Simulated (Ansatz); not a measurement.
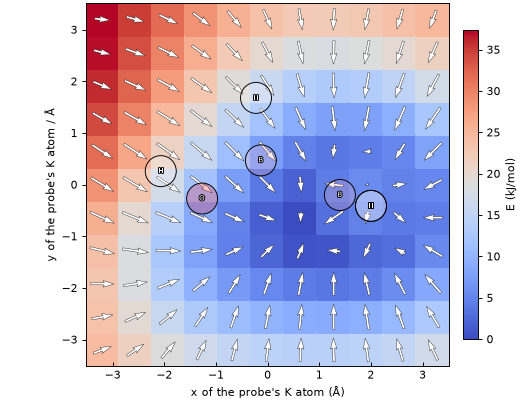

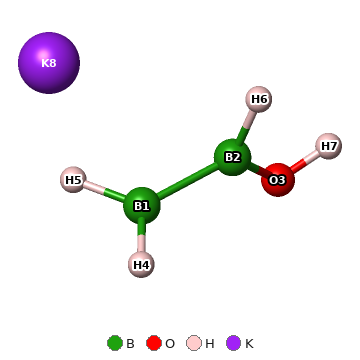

Energy landscape of B₂H₄O (SMILES BBO) with the probe K+. 
- The probe is moved over a plane parallel to the molecule's main plane, 3.72 Å above it.
- First axis: x of the probe's K atom. Second axis: y of the probe's K atom.
- Nothing is relaxed (molecule and probe rigid).
- The grid has 11 × 11 points.
- Points are written as (first, second).
- Energies are in kJ/mol, from the lowest grid point.
- Theory: RKS PBE0-D4/def2-TZVP in Ansatz.

Drawn: one coloured cell a grid point, arrows along the force (downhill), their lengths compressed, labelled circles for the molecule's atoms, projected on the plane. The second picture is the structure at the lowest point.

Question: Describe this landscape.

Answer: The lowest grid point is at (0.64 Å, −0.64 Å) [nearest 1 H at 3.04 Å]. No other kind of well shows on this grid. The highest grid point, (−3.20 Å, 3.20 Å), lies 37.4 kJ/mol above the lowest. Near the minimum the curvatures are about 0.062 and 0.16 eV/Å² along the soft and the stiff direction.

Grid values (kJ/mol):

| y of the probe's K atom ↓, x of the probe's K atom → | −3.20 | −2.56 | −1.92 | −1.28 | −0.64 | 0.00 | 0.64 | 1.28 | 1.92 | 2.56 | 3.20 |
| --- | --- | --- | --- | --- | --- | --- | --- | --- | --- | --- | --- |
| 3.20 | 37.4 | 34.9 | 31.8 | 28.6 | 25.8 | 23.7 | 22.6 | 22.4 | 22.9 | 23.8 | 24.9 |
| 2.56 | 37.0 | 33.9 | 30.1 | 26.1 | 22.5 | 19.9 | 18.5 | 18.1 | 18.6 | 19.8 | 21.5 |
| 1.92 | 36.0 | 32.3 | 27.8 | 23.2 | 19.1 | 15.9 | 13.8 | 13.0 | 13.4 | 14.9 | 17.1 |
| 1.28 | 34.3 | 30.0 | 24.9 | 19.8 | 15.4 | 11.8 | 9.0 | 7.6 | 7.8 | 9.5 | 12.3 |
| 0.64 | 31.8 | 26.8 | 21.2 | 15.9 | 11.4 | 7.6 | 4.7 | 3.7 | 4.4 | 5.2 | 7.9 |
| 0.00 | 28.7 | 23.1 | 17.2 | 11.8 | 7.4 | 3.8 | 1.8 | 4.3 | 5.6 | 4.7 | 5.2 |
| −0.64 | 25.8 | 20.0 | 13.9 | 8.7 | 4.7 | 1.7 | 0.0 | 3.1 | 4.7 | 4.1 | 4.4 |
| −1.28 | 23.9 | 18.3 | 12.6 | 8.0 | 4.6 | 2.2 | 0.6 | 0.8 | 2.4 | 3.0 | 5.4 |
| −1.92 | 23.2 | 18.3 | 13.5 | 9.7 | 7.0 | 5.3 | 4.2 | 3.7 | 4.2 | 5.8 | 8.6 |
| −2.56 | 23.5 | 19.6 | 15.9 | 13.0 | 11.0 | 9.9 | 9.1 | 8.9 | 9.3 | 10.6 | 12.8 |
| −3.20 | 24.5 | 21.5 | 18.8 | 16.7 | 15.3 | 14.6 | 14.2 | 14.1 | 14.5 | 15.5 | 17.0 |

The whole map (121 points run) took 12 min on 1 thread of Intel(R) Xeon(R) Platinum 8375C CPU @ 2.90GHz (Ice Lake), on a shared host.
